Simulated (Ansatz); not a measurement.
**SiGeH3+ (singlet): wave-function methods side by side, cc-pVDZ**

Aim: climb from Hartree-Fock through coupled cluster for SiGeH3+ (singlet) at one geometry and basis, and see what each rung misses.

Program: Ansatz 0.2.0, Gaussian basis. Level of theory: cc-pVDZ, core rule «outside noble gas», up to 19 orbitals frozen. These are calculated values, not measurements.

To be run: UHF; CCSD(T) on RHF; CCSD(T) on UHF; BCCD(T) on RHF; CISD; CCSDT(Q) on RHF; CCSDT(Q) on UHF.

21 further runs of the same task are left out: 2 for a mislabelled method, 9 that didn't finish, 10 set aside as unsound or not needed.

## (1) The system

The geometry is a PBE0/def2-TZVP stationary point (not a proven minimum) of the parent state, kept for this charge and spin. No spin-orbit coupling is included. The filled d shell of Ge may be among the frozen orbitals whatever the setting's name suggests; the logs give the count.

5 atoms, charge 1, spin multiplicity 1.

Atoms are counted from 1 here; the program's logs count them from 0.

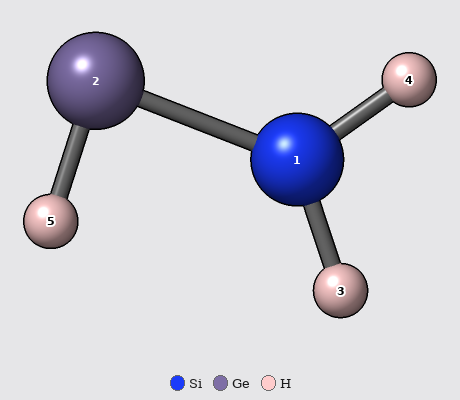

The geometry (silicon blue, germanium purple, hydrogen pink); atoms are numbered from 1 in the order of the file.

## (2) UHF

in.yaml

```yaml
crystal:
  periodic: [false, false, false]
  atoms:
    - {symbol: Si, position_ang: [0.000000, 0.018056, 1.651607]}
    - {symbol: Ge, position_ang: [0.000000, -0.028376, -0.700224]}
    - {symbol: H, position_ang: [0.000000, 1.185718, 2.580640]}
    - {symbol: H, position_ang: [0.000000, -1.209392, 2.499223]}
    - {symbol: H, position_ang: [0.000000, 1.565561, -0.637062]}
basis:
  gaussian: {orbitals: cc-pVDZ}
total_charge: 1
magnetization: {spin_polarized: true, initial_magnetization: 0}
hamiltonian: {xc: hf}
output: {orbitals: {seedname: orbitals}}
```

Run with:

```bash
> ansatz run in.yaml --threads 1 --pin off --events-out ev --progress --plain --max-ram 2393MiB
```

The runs that follow: CCSD(T) on RHF; CCSD(T) on UHF; BCCD(T) on RHF; CISD; CCSDT(Q) on RHF; CCSDT(Q) on UHF.

**Question.** What will the summary of the whole plan be? Wanted: RCCSDT(Q) below the RHF energy; RMP2 from RCCSDT(Q); UMP2 from RCCSDT(Q); RCCSD from RCCSDT(Q); RCCSD(T) from RCCSDT(Q); UCCSD(T) from RCCSDT(Q); UCCSDT(Q) from RCCSDT(Q); T1 diagnostic.

**Answer**, as computed:

```
                         quantity                                         value
   RCCSDT(Q) below the RHF energy                                    -5.3867 eV
              RMP2 from RCCSDT(Q)                                   +1321.9 meV
              UMP2 from RCCSDT(Q)                                   +1429.5 meV
             RCCSD from RCCSDT(Q)                                    +165.2 meV
          RCCSD(T) from RCCSDT(Q)                                     +36.9 meV
          UCCSD(T) from RCCSDT(Q)                                     +53.5 meV
         UCCSDT(Q) from RCCSDT(Q)                                      +4.4 meV
levels within 1 kcal/mol (43 meV)  RCCSD(T), BCCD(T), RCCSDT, UCCSDT, UCCSDT(Q)
                    T1 diagnostic                                         0.013
```

In words: RCCSD(T) lands +36.9 meV from the yardstick (0.7 % of the correlation energy). These misses are within one basis, not against nature.
